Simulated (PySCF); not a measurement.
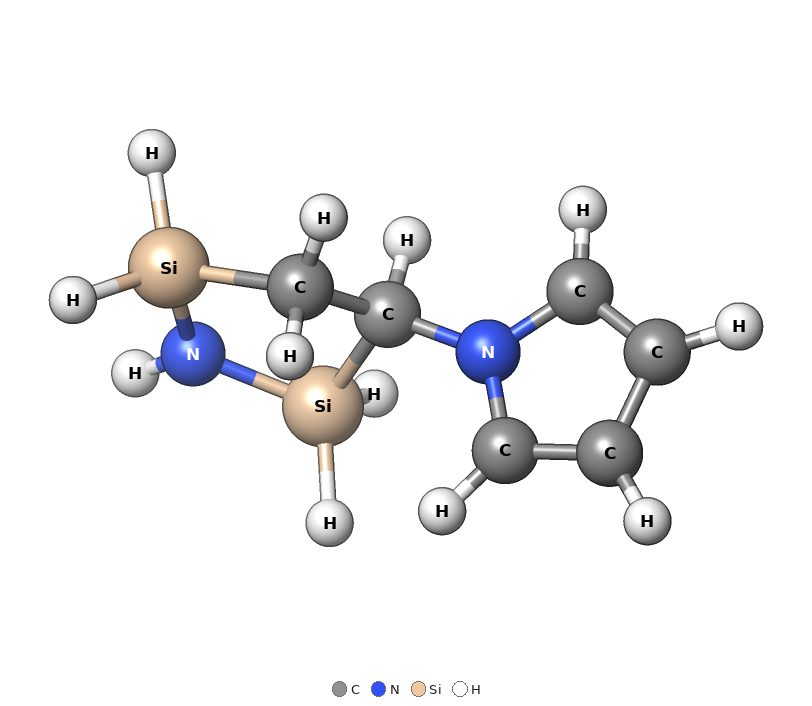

The picture shows a molecular structure as a ball-and-stick model. Every bond is drawn as one stick, whatever its order.

The computed structure is the end point of a PBE0-D3(BJ)/def2-SVP optimisation. No frequency run is at hand to confirm it as a minimum.

Give the formula.

C6H12N2Si2, 22 atoms: 6 carbon, 12 hydrogen, 2 nitrogen and 2 silicon.

Describe its rings.

Independent rings (smallest set): 2 of 5 members, 1 of them aromatic.

Give a SMILES string for it.

c1ccn([C@@H]2C[SiH2]N[SiH2]2)c1

Name some functional groups or characteristic bonds that it holds.

Among them: Si–H bond, Si–N bond.

The parts below concern this one geometry. Atoms keep their numbers from picture to picture.

### Symmetry

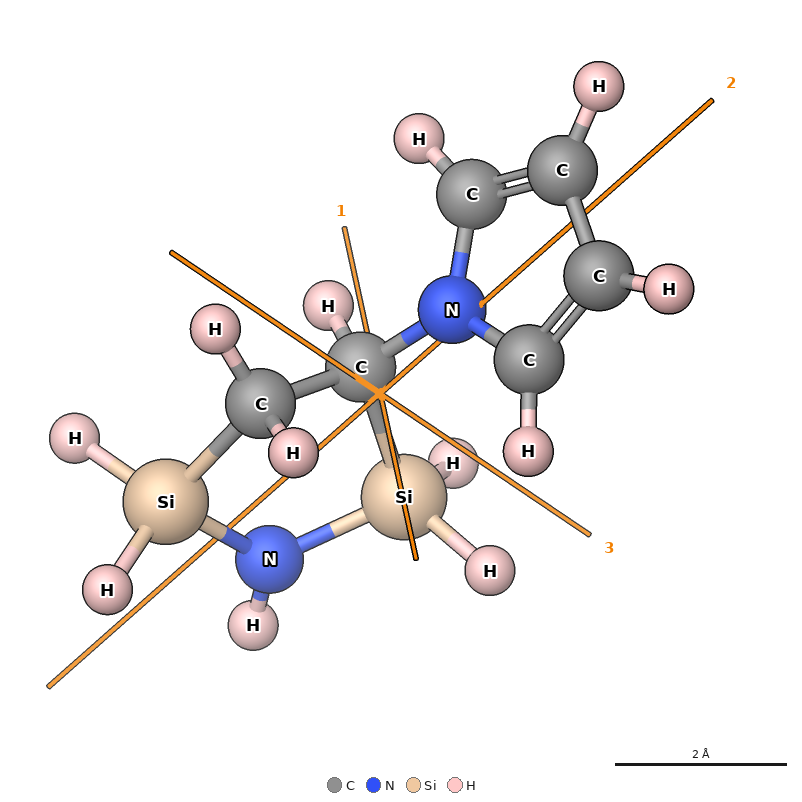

The three principal axes of inertia are drawn and numbered. Distant atoms are faded towards the background colour. No frequency run is at hand to confirm it as a minimum. Masses are those of the most abundant isotopes; constants are for the rigid equilibrium geometry.

Which line is the a axis (least moment of inertia), which b and which c?

a is line 2, b is line 3, c is line 1; the moments are 209, 893, 980 u Å².

Classify the rotor and give the rotational constants (cm⁻¹).

An asymmetric top (C1): A = 0.0805, B = 0.0189, C = 0.0172 cm⁻¹. Ray's parameter κ is −0.95, close to the prolate limit.

### Excitation

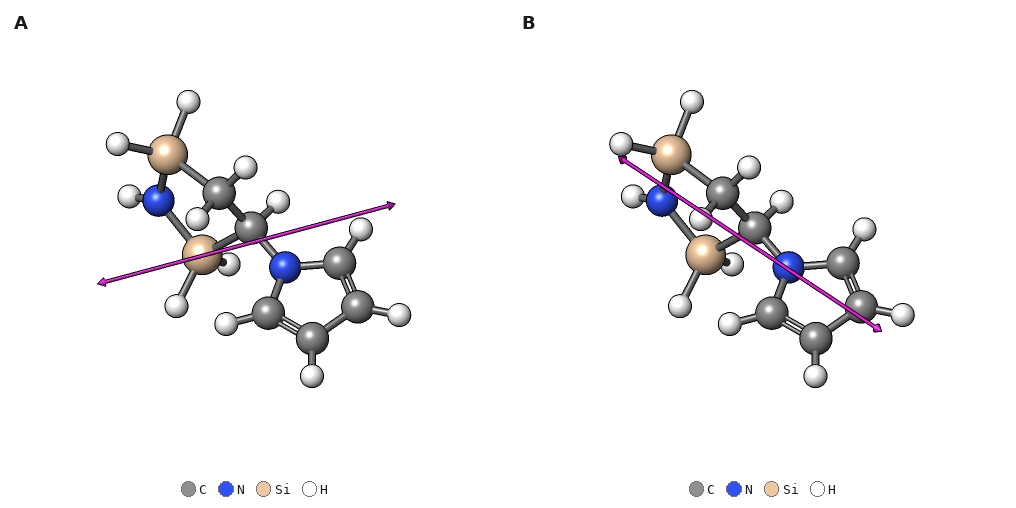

The double arrows show the directions of two transition dipoles from the ground state (lengths mean nothing). No frequency run is at hand to confirm it as a minimum. Properties computed with TDDFT PBE0/def2-SVPD, vertical, gas phase, core orbitals frozen in the response (PySCF 2.14.0).

One belongs to singlet state 3 and one to singlet state 5. Which is which?

A: state 5, 6.06 eV (205 nm), oscillator strength 0.036, mainly HOMO → LUMO+2 (weight 0.66).
B: state 3, 5.72 eV (217 nm), oscillator strength 0.021, mainly HOMO−1 → LUMO (weight 0.94).

### NMR shielding

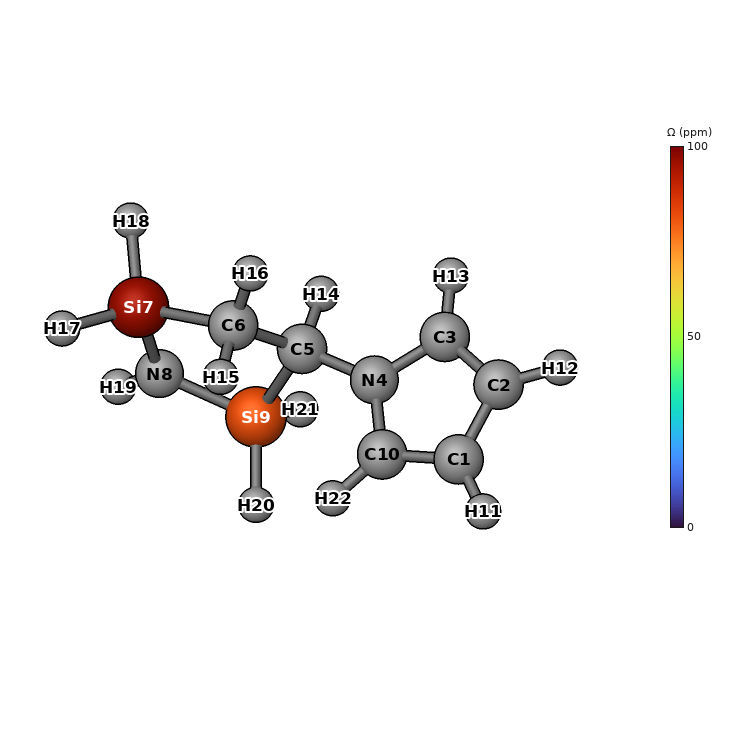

The Si atoms are coloured by the span of their shielding tensor. No frequency run is at hand to confirm it as a minimum. Method: GIAO CAM-B3LYP/pcSseg-1 NMR shielding, non-relativistic, gas phase (PySCF 2.14.0). Principal shieldings σ11 ≤ σ22 ≤ σ33, span Ω = σ33 − σ11, skew κ = 3(σiso − σ22)/Ω.

Which Si atom has the most anisotropic shielding?

Si7, with a span of 96 ppm.

Give the shielding tensors of the Si atoms.

```json
{"atom": "Si7", "σ11": "327.7", "σ22": "349.7", "σ33": "423.3", "σiso": "366.9", "Ω": "95.7", "κ": "0.54"}
{"atom": "Si9", "σ11": "337.4", "σ22": "352.2", "σ33": "418.8", "σiso": "369.5", "Ω": "81.4", "κ": "0.64"}
```

Shieldings and span in ppm.

### Polarisability

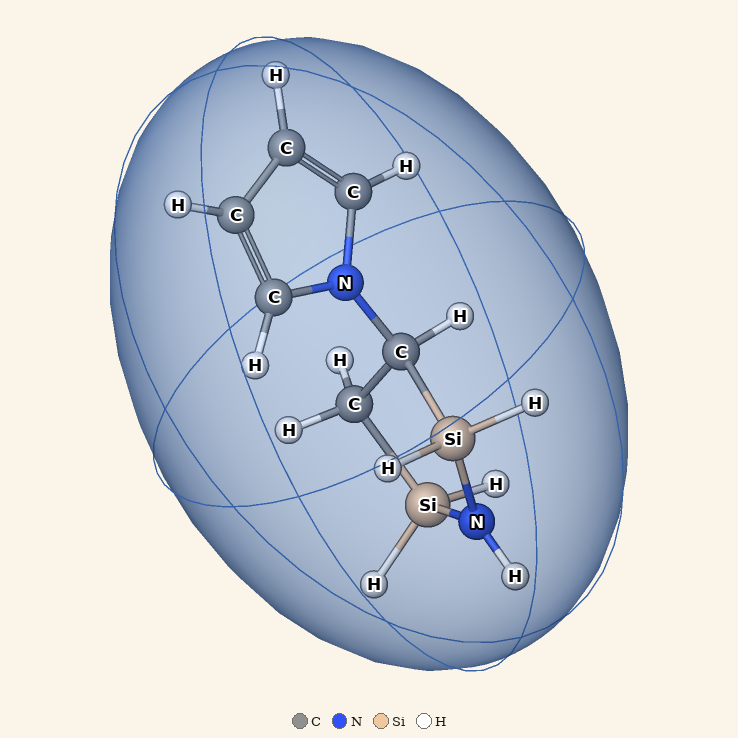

The ellipsoid shows the static dipole polarisability: its half-axes are proportional to the principal values. No frequency run is at hand to confirm it as a minimum. Method: PBE0/def2-SVPD (PySCF 2.14.0).

How large and how anisotropic is the polarisability?

Principal values 111.0, 122.0, 165.1 bohr³; mean 132.7 bohr³ (19.67 Å³); anisotropy 49.5 bohr³, so the longest axis is 1.49 times the shortest.

### Charges

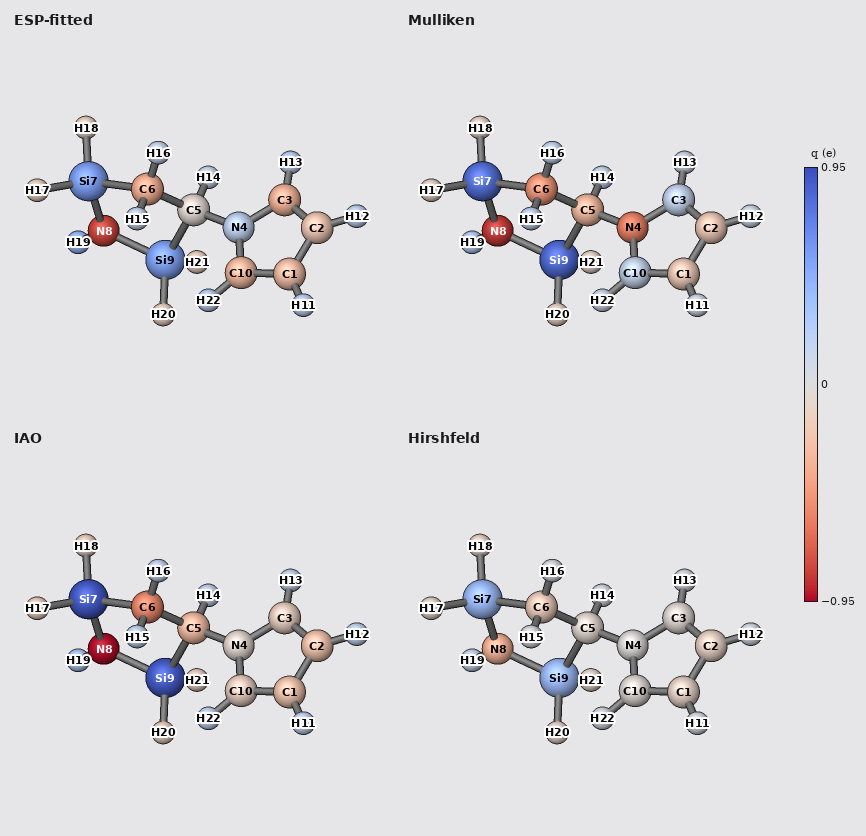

Atomic charges of one calculation by 4 schemes, on one colour scale. No frequency run is at hand to confirm it as a minimum. Method: PBE0/pcSseg-1 (PySCF 2.14.0).

On which atom do the schemes disagree most?

On N4 (from −0.57 to 0.18 e).

List the charges (e), one line for each set of equivalent atoms.

```csv
atom,ESP-fitted,Mulliken,IAO,Hirshfeld
C1,−0.25,−0.18,−0.22,−0.10
C2,−0.20,−0.18,−0.22,−0.11
C3,−0.32,0.15,−0.13,−0.04
N4,0.18,−0.57,−0.06,−0.01
C5,−0.05,−0.28,−0.27,−0.05
C6,−0.35,−0.47,−0.55,−0.16
Si7,0.54,0.78,0.88,0.37
N8,−0.80,−0.83,−0.93,−0.33
Si9,0.53,0.81,0.87,0.36
C10,−0.29,0.14,−0.13,−0.04
H11,0.18,0.08,0.15,0.05
H12,0.17,0.08,0.15,0.05
H13,0.19,0.10,0.15,0.05
H14,0.10,0.15,0.15,0.05
H15,0.12,0.16,0.15,0.04
H16,0.12,0.15,0.15,0.04
H17,−0.12,−0.10,−0.14,−0.08
H18,−0.13,−0.10,−0.15,−0.09
H19,0.39,0.22,0.27,0.12
H20,−0.12,−0.10,−0.15,−0.08
H21,−0.12,−0.09,−0.13,−0.08
H22,0.20,0.11,0.15,0.05
```

Mulliken values depend strongly on the basis set and can even reverse the polarity of a bond.
